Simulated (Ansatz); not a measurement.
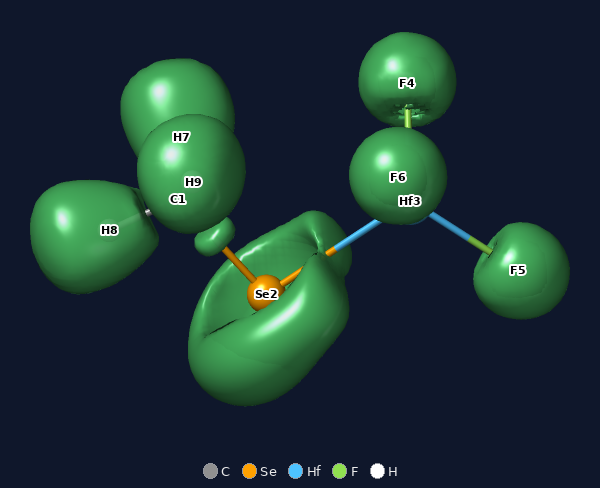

Figure. CH₃F₃HfSe. Isosurface of the ELF at 0.8 (green), seen at a tilt. Only the valence region is drawn (cores and ρ < 0.01 e/Å³ removed).

Geometry: PBE0-D4/def2-TZVP; core potentials replace the inner electrons of Hf.

The calculation used RKS PBE0-D4/def2-TZVPP in Ansatz.

```xyz
9

C    -0.0632   -1.2848    1.0845
Se    1.5009   -0.6159    0.0779
Hf    0.1476    1.2278   -1.0646
F    -1.2523    0.4167   -2.0583
F     1.3106    2.2365   -2.1691
F    -0.6599    2.2850    0.2907
H    -0.7635   -1.7735    0.4109
H     0.3274   -2.0119    1.7933
H    -0.5476   -0.4799    1.6347
```

Where are the electrons localised?

The ELF exceeds this value in one region between bonded C–Se atoms (shared pairs), three regions around hydrogen nuclei, three regions wrapped around F (the valence shell of each) and one region wrapped around Se (its valence shell).

Values along the shortest contacts:
Hf–F (1.89 Å): the ELF peaks at about 0.80 in the valence shell of F, 0.5 Å from its nucleus, and drops to about 0.20 between the two atoms. C–Se (1.98 Å): the ELF peaks at about 0.90 between the atoms, as expected for a covalent bond.
